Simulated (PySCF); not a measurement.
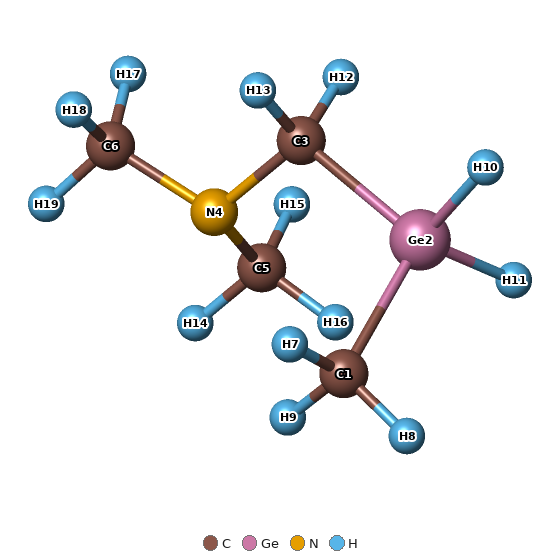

The molecule: C₄H₁₃GeN, SMILES [CH3][GeH2][CH2]N(C)C, singlet.

Kohn-Sham orbital energies near the frontier, CAM-B3LYP/def2-SVPD in PySCF 2.14.0, at a GFN2-xTB geometry (no frequency check), isolated molecule; empty levels in grey, levels within 0.03 eV side by side.

> Where do the frontier orbitals lie?

HOMO at −7.57 eV, LUMO at 1.20 eV, 8.77 eV apart.

> How far below the HOMO does the next level lie?

2.25 eV.

> List the levels with the atoms that carry most of them (a dash for levels above zero or within 0.03 eV of another, where shares mean little).

```csv
orbital,energy (eV),Löwdin shares
LUMO+1,1.59,–
LUMO,1.20,–
HOMO,−7.57,"N4 55 %, C3 9 %, C6/C5 8 % each"
HOMO−1,−9.83,"C3 30 %, Ge2 20 %, C1 16 %"
HOMO−2,−10.07,"Ge2 28 %, C1 27 %, H11 18 %"
```

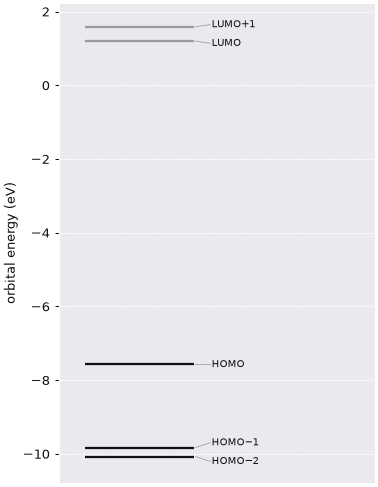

Note: the tight-binding geometry is rougher than a DFT one and adds to the error; one conformer of a flexible molecule; empty levels above zero depend strongly on the basis.
